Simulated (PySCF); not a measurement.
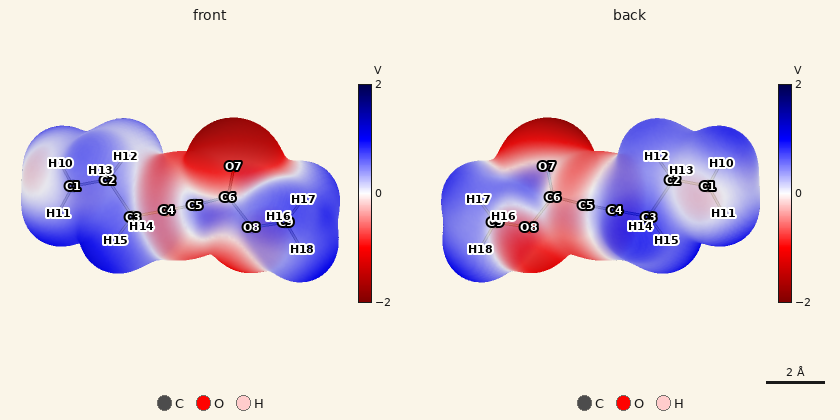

C$_{7}$H$_{9}$O$_{2}$ (doublet). The electrostatic potential painted on the density surface at 0.002 e/bohr³, seen from the front and from behind; red is negative and blue positive.

Geometry: GFN2-xTB.

The calculation used UKS B3LYP, pcH-1 on C H O, non-relativistic, mean-field spin-orbit, GIAO (PySCF 2.14.0, density-fitted response routines).

```yaml
atoms:
  - { symbol: C, position_ang: [-4.0678, 0.0940, 0.5588] }
  - { symbol: C, position_ang: [-2.6252, 0.3685, 0.6409] }
  - { symbol: C, position_ang: [-1.8097, -0.5757, -0.2633] }
  - { symbol: C, position_ang: [-0.3944, -0.3213, -0.1655] }
  - { symbol: C, position_ang: [0.7860, -0.1004, -0.0829] }
  - { symbol: C, position_ang: [2.1813, 0.2085, 0.0691] }
  - { symbol: O, position_ang: [2.6222, 1.0209, 0.8418] }
  - { symbol: O, position_ang: [2.9319, -0.5292, -0.7647] }
  - { symbol: C, position_ang: [4.3305, -0.3030, -0.6953] }
  - { symbol: H, position_ang: [-4.7856, 0.8777, 0.6938] }
  - { symbol: H, position_ang: [-4.4220, -0.9115, 0.4380] }
  - { symbol: H, position_ang: [-2.4177, 1.4093, 0.3774] }
  - { symbol: H, position_ang: [-2.2625, 0.2330, 1.6732] }
  - { symbol: H, position_ang: [-2.1201, -0.4458, -1.3037] }
  - { symbol: H, position_ang: [-2.0022, -1.6138, 0.0212] }
  - { symbol: H, position_ang: [4.7029, -0.5226, 0.3082] }
  - { symbol: H, position_ang: [4.5607, 0.7381, -0.9340] }
  - { symbol: H, position_ang: [4.7830, -0.9706, -1.4245] }
```

Q: Where is the surface potential most negative and most positive?

A: The most negative region (about −1.8 V) lies over O7, the most positive (about +1.1 V) over H15 and H18. O7 is the likeliest acceptor of a hydrogen bond.
